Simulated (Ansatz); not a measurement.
## A computed series for WC: response to strain

Consider WC (space group P-6m2, No. 187; a = 2.9226 Å, c = 2.8464 Å; relaxed with 0.1 eV smearing). Axes: x lies along a and z along c of the hexagonal cell.

Strains are applied to the cell and any free atomic positions relax; under biaxial strain the out-of-plane vector relaxes too.

Method: Ansatz (a program for electronic structure) PBE, no SOC, earlier PAW set.

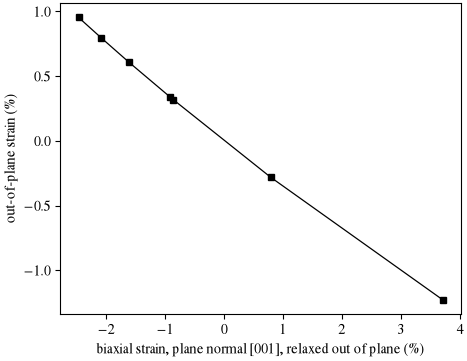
Figure: Out-of-plane strain against biaxial strain, plane normal [001], relaxed out of plane

Task: From the plot, what is the out-of-plane strain for biaxial strain +3.71 %, plane normal [001], relaxed out of plane?

Result: About -1.2 %.

Task: Is the trend monotonic over the range shown?

Result: Yes, it falls throughout, spanning -1.23 % to +0.95 %.

Stability against distortions was not tested. All final runs are without spin polarisation.
